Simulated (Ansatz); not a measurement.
**Geometry relaxation of Si$_{2}$H$_{5}$ClF$_{2}$ (part 2 of 2)**

Continued. System: Si$_{2}$H$_{5}$ClF$_{2}$. Method: RKS PBE0-D4/6-31G* (Ansatz 0.2.0). It belongs to a series of runs on one base structure; here: end point B relaxed.

Geometry of the input (Å):
```
Si -0.4668  0.2171  -0.3872
Si -0.1938  -0.2257  3.0028
H  -0.5620  -0.8036  4.3219
H  1.0042  -0.9253  2.4676
H  0.1182  1.2218  3.1581
H  0.3759  0.9692  0.5479
F  -0.1444  0.6874  -1.8701
F  -0.1962  -1.3451  -0.3102
Cl -2.4970  0.5817  -0.0284
H  -1.3191  -0.3657  2.0644
```

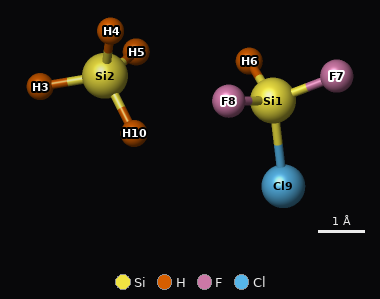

The geometry at step 10 of the log (ball-and-stick view, seen at an oblique angle; atoms are numbered from 1 in the order of the input).

### Trajectory as extended XYZ, continued
```
10
Properties=species:S:1:pos:R:3:forces:R:3 step=5 energy=-33779.80910
Si   -0.5384    0.2876   -0.6792    0.0047  -0.0606  -0.0095
Si   -0.1355   -0.2836    3.2922   -0.0039  -0.0186   0.0714
H    -0.4445   -0.8418    4.6376    0.0025   0.0106  -0.0384
H     1.0578   -0.9696    2.7283   -0.0048   0.0004  -0.0155
H     0.1470    1.1729    3.4124   -0.0045   0.0010  -0.0182
H     0.2467    1.0434    0.3041    0.0186   0.0106  -0.0025
F    -0.1002    0.6863   -2.1544    0.0057  -0.0001   0.0255
F    -0.2958   -1.2737   -0.5050    0.0062   0.0387  -0.0076
Cl   -2.5161    0.6746   -0.4589   -0.0411   0.0160  -0.0136
H    -1.3019   -0.4843    2.3897    0.0167   0.0019   0.0082
10
Properties=species:S:1:pos:R:3:forces:R:3 step=6 energy=-33779.81004
Si   -0.5425    0.2873   -0.6793   -0.0158   0.0172   0.0028
Si   -0.1317   -0.2847    3.2984   -0.0022  -0.0014  -0.0062
H    -0.4292   -0.8370    4.6462    0.0017   0.0006   0.0033
H     1.0526   -0.9747    2.7199   -0.0036   0.0005  -0.0009
H     0.1526    1.1727    3.4026   -0.0008  -0.0028  -0.0023
H     0.2314    1.0405    0.3155    0.0005   0.0044   0.0034
F    -0.0824    0.6928   -2.1451    0.0104   0.0072  -0.0116
F    -0.3000   -1.2726   -0.5094    0.0049  -0.0285   0.0082
Cl   -2.5249    0.6747   -0.4895   -0.0039   0.0035  -0.0051
H    -1.3068   -0.4871    2.4075    0.0090  -0.0006   0.0084
10
Properties=species:S:1:pos:R:3:forces:R:3 step=7 energy=-33779.81048
Si   -0.5476    0.2896   -0.6830   -0.0013   0.0532   0.0029
Si   -0.1273   -0.2875    3.3052   -0.0061   0.0029  -0.0423
H    -0.4103   -0.8324    4.6582    0.0015  -0.0032   0.0174
H     1.0493   -0.9808    2.7147   -0.0038   0.0015   0.0064
H     0.1579    1.1707    3.3959    0.0006  -0.0044   0.0032
H     0.2109    1.0427    0.3244   -0.0094  -0.0010  -0.0013
F    -0.0616    0.6954   -2.1405    0.0034   0.0047  -0.0082
F    -0.3073   -1.2697   -0.5092    0.0025  -0.0530   0.0121
Cl   -2.5328    0.6782   -0.5263    0.0027  -0.0012  -0.0024
H    -1.3121   -0.4943    2.4275    0.0099   0.0004   0.0122
10
Properties=species:S:1:pos:R:3:forces:R:3 step=8 energy=-33779.80923 accepted=F
Si   -0.5487    0.2968   -0.6748    0.0016  -0.3593   0.0049
Si   -0.1252   -0.2904    3.2950    0.0044  -0.0160   0.0643
H    -0.3867   -0.8230    4.6604    0.0067   0.0130  -0.0320
H     1.0445   -0.9874    2.6980    0.0082  -0.0063  -0.0104
H     0.1603    1.1680    3.3725    0.0006   0.0087  -0.0064
H     0.1861    1.0511    0.3469    0.0217   0.0096   0.0084
F    -0.0348    0.6951   -2.1254    0.0039  -0.0007   0.0274
F    -0.3176   -1.2735   -0.4905   -0.0292   0.3430  -0.0336
Cl   -2.5368    0.6819   -0.5555    0.0004   0.0104  -0.0055
H    -1.3221   -0.5065    2.4401   -0.0183  -0.0024  -0.0170
10
Properties=species:S:1:pos:R:3:forces:R:3 step=9 energy=-33779.81082
Si   -0.5494    0.2921   -0.6795    0.0033  -0.0061  -0.0022
Si   -0.1258   -0.2896    3.3011    0.0004   0.0005  -0.0056
H    -0.3996   -0.8279    4.6595    0.0014  -0.0005   0.0034
H     1.0477   -0.9854    2.7083   -0.0015  -0.0007  -0.0003
H     0.1603    1.1687    3.3858    0.0004  -0.0010  -0.0021
H     0.1982    1.0480    0.3335   -0.0041   0.0009   0.0004
F    -0.0489    0.6939   -2.1336    0.0001   0.0011   0.0035
F    -0.3111   -1.2682   -0.4989   -0.0037   0.0076   0.0043
Cl   -2.5362    0.6803   -0.5426    0.0027  -0.0006  -0.0031
H    -1.3162   -0.4999    2.4331    0.0009  -0.0011   0.0018
10
Properties=species:S:1:pos:R:3:forces:R:3 step=10 energy=-33779.81141
Si   -0.5580    0.3013   -0.6641    0.0048  -0.0364  -0.0468
Si   -0.1184   -0.2980    3.2896   -0.0011  -0.0052   0.0102
H    -0.3532   -0.8094    4.6670    0.0042   0.0079  -0.0182
H     1.0365   -1.0070    2.6762   -0.0045   0.0003   0.0031
H     0.1731    1.1614    3.3378   -0.0031  -0.0085  -0.0019
H     0.1440    1.0688    0.3740   -0.0161  -0.0086  -0.0184
F     0.0064    0.6892   -2.1006   -0.0319  -0.0173   0.0757
F    -0.3251   -1.2584   -0.4570   -0.0145   0.0761  -0.0061
Cl   -2.5521    0.6861   -0.6167    0.0574  -0.0108  -0.0030
H    -1.3343   -0.5221    2.4606    0.0049   0.0026   0.0054
10
Properties=species:S:1:pos:R:3:forces:R:3 step=11 energy=-33779.81175
Si   -0.5599    0.3055   -0.6626    0.0009  -0.0191  -0.0336
Si   -0.1163   -0.3024    3.2887   -0.0042  -0.0011   0.0056
H    -0.3435   -0.8041    4.6704    0.0037   0.0043  -0.0108
H     1.0339   -1.0171    2.6730   -0.0047   0.0008   0.0024
H     0.1767    1.1569    3.3260    0.0008  -0.0063  -0.0016
H     0.1301    1.0816    0.3766   -0.0092  -0.0069  -0.0123
F     0.0162    0.6850   -2.0960   -0.0207  -0.0109   0.0514
F    -0.3260   -1.2516   -0.4433   -0.0092   0.0482  -0.0021
Cl   -2.5541    0.6869   -0.6354    0.0377  -0.0088  -0.0018
H    -1.3381   -0.5288    2.4692    0.0049  -0.0002   0.0028
10
Properties=species:S:1:pos:R:3:forces:R:3 step=12 energy=-33779.81232
Si   -0.5668    0.3213   -0.6532   -0.0040   0.0005  -0.0121
Si   -0.1119   -0.3156    3.2825    0.0144  -0.0086  -0.0037
H    -0.3129   -0.7828    4.6802   -0.0028   0.0077  -0.0103
H     1.0191   -1.0547    2.6605   -0.0017  -0.0009   0.0045
H     0.1984    1.1411    3.2784   -0.0112  -0.0108   0.0003
H     0.0833    1.1254    0.3902   -0.0083  -0.0043  -0.0103
F     0.0499    0.6744   -2.0753   -0.0065   0.0007   0.0178
F    -0.3254   -1.2273   -0.3924   -0.0038   0.0098   0.0025
Cl   -2.5639    0.6823   -0.6958    0.0215  -0.0049   0.0008
H    -1.3507   -0.5522    2.4917    0.0024   0.0109   0.0105
10
Properties=species:S:1:pos:R:3:forces:R:3 step=13 energy=-33779.81256
Si   -0.5800    0.3484   -0.6457   -0.0146   0.0127  -0.0188
Si   -0.0984   -0.3416    3.2775   -0.0105   0.0160   0.0160
H    -0.2689   -0.7439    4.7014    0.0127   0.0091  -0.0442
H     0.9992   -1.1278    2.6512   -0.0216   0.0125   0.0203
H     0.2360    1.1101    3.2061   -0.0058  -0.0462   0.0007
H     0.0006    1.1996    0.4046   -0.0255  -0.0300  -0.0509
F     0.1032    0.6633   -2.0478   -0.0341  -0.0035   0.0667
F    -0.3213   -1.1858   -0.3181   -0.0199   0.0448  -0.0081
Cl   -2.5819    0.6688   -0.8004    0.0919  -0.0217   0.0041
H    -1.3696   -0.5793    2.5380    0.0275   0.0062   0.0141
10
Properties=species:S:1:pos:R:3:forces:R:3 step=14 energy=-33779.81311
Si   -0.5815    0.3493   -0.6571    0.0117  -0.0065  -0.0251
Si   -0.0979   -0.3415    3.2889    0.0002   0.0052   0.0093
H    -0.2718   -0.7471    4.7102    0.0003   0.0086  -0.0233
H     1.0004   -1.1299    2.6687   -0.0117   0.0042   0.0038
H     0.2416    1.1078    3.2207   -0.0029  -0.0217   0.0006
H     0.0002    1.1982    0.3925   -0.0112  -0.0157  -0.0269
F     0.0964    0.6691   -2.0602   -0.0217  -0.0006   0.0510
F    -0.3209   -1.1855   -0.3350   -0.0115   0.0343  -0.0001
Cl   -2.5815    0.6661   -0.8053    0.0312  -0.0096   0.0013
H    -1.3657   -0.5744    2.5434    0.0157   0.0018   0.0093
10
Properties=species:S:1:pos:R:3:forces:R:3 step=15 energy=-33779.81359
Si   -0.5869    0.3538   -0.6566   -0.0039   0.0092   0.0228
Si   -0.0928   -0.3452    3.2885   -0.0036  -0.0032  -0.0052
H    -0.2807   -0.7354    4.7107   -0.0006   0.0008   0.0044
H     0.9955   -1.1553    2.6805   -0.0005  -0.0021  -0.0003
H     0.2684    1.0970    3.2099    0.0029   0.0012  -0.0011
H    -0.0228    1.2118    0.3931   -0.0011   0.0016  -0.0027
F     0.0999    0.6778   -2.0524    0.0039   0.0007  -0.0135
F    -0.3145   -1.1757   -0.3244    0.0003  -0.0050  -0.0031
Cl   -2.5876    0.6487   -0.8215    0.0004  -0.0042  -0.0047
H    -1.3596   -0.5656    2.5390    0.0022   0.0010   0.0034
```

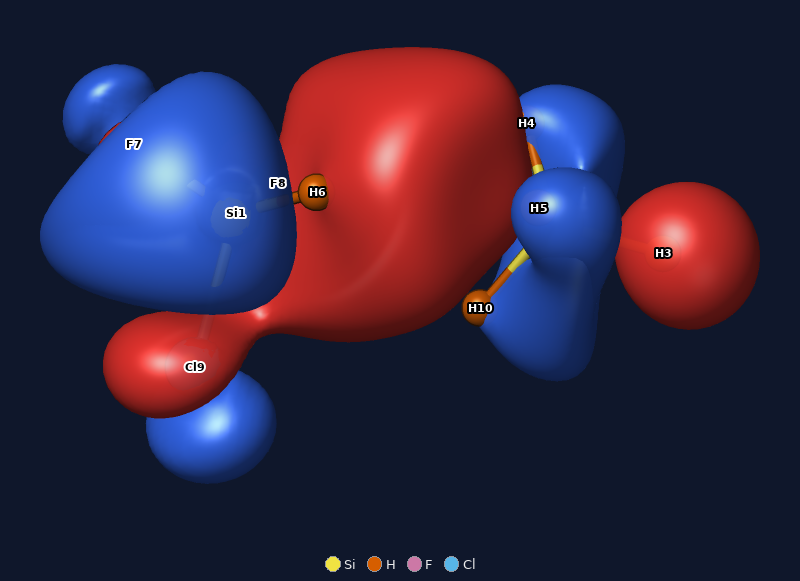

One frontier orbital at ±0.06 Å⁻³ᐟ² (red and blue are the two phases), seen face on. The LUMO, at 0.67 eV. Its weight (Hirshfeld) is mainly on Si1 (35 %), Si2 (20 %) and Cl9 (10 %).

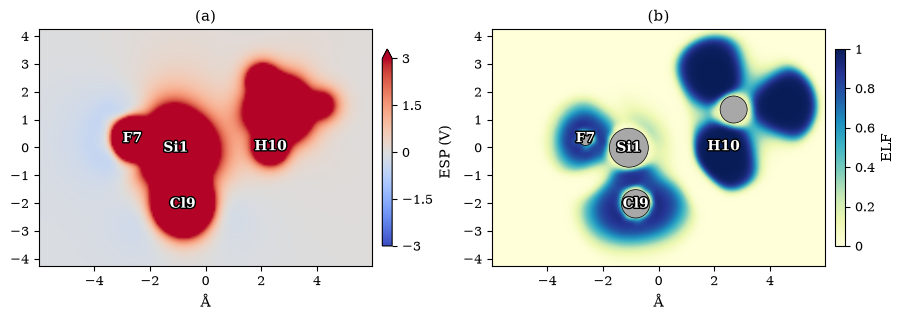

(a) electrostatic potential; (b) electron localisation function on the plane of atoms F7, Si1 and Cl9. Grey discs, where drawn, cover atomic cores. The section cuts through Si, F, Cl and H sites. Si–F (1.59 Å): the ELF peaks at about 0.85 between the atoms.

### Results in brief

| quantity | value |
| --- | --- |
| outcome | converged |
| total energy | −33779.8136 eV |
| mean-field energy | −33779.6351 eV |
| largest force (length of the vector) at the end | 0.025 eV/Å |
| wall time | 38 s (CPU time 73 s) |
| peak memory | 0.21 GiB |
